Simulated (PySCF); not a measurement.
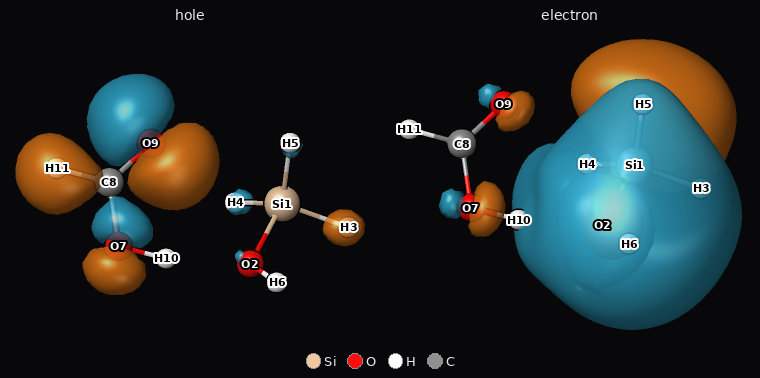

*CH$_{6}$O$_{3}$Si, SMILES `[SiH3]O.OC=O`. Leading natural transition orbital pair of S₂ (TDA singlet states); the surfaces enclose about 85 % of each orbital's density.*

Level of theory: B3LYP/def2-SVP (PySCF), at a geometry from GFN2-xTB. The pair's geometry is semi-empirical, so its contact may be too short or too long. Without diffuse functions Rydberg states are missing, so the states' numbers hold for this basis only.

> Characterise the state.

6.92 eV (179 nm), f = 0.039, charge transfer, whose energy this functional puts too low; the leading pair carries 99 %; hole on O9 (66 %), C8 (11 %) and O7 (9 %), electron on Si1 (45 %), H6 (18 %) and O2 (13 %); their centroids lie 3.0 Å apart. In canonical orbitals it is mainly HOMO → LUMO (96 %). The HOMO–LUMO gap is 7.70 eV.

The PySCF run took 2.9 min on 1 thread of Arm Neoverse V1, with other jobs on the host, peak memory 0.59 GiB.
